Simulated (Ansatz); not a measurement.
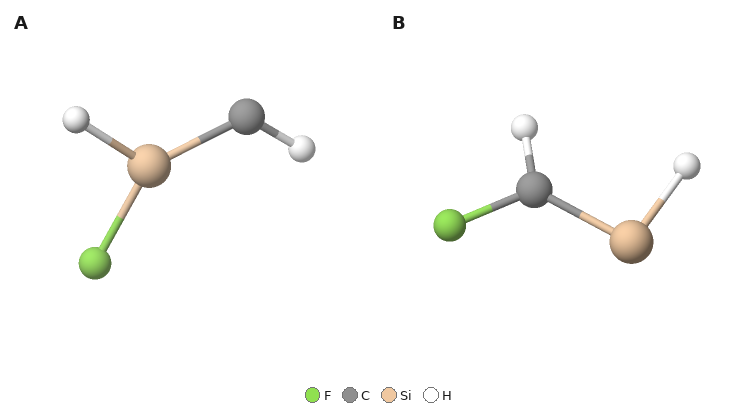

2 stationary structures of one formula. The species has charge −1 and is a spin singlet. Geometries: PBE-D4/def2-SVPD. Electronic energies: PBE-D4/def2-SVPD (Ansatz 0.2.0), without zero-point energy. No frequency run is at hand to confirm each as a minimum.

> Rank them by energy, lowest first.

A is lowest (Cs); B lies 0.491 eV above it (Cs).
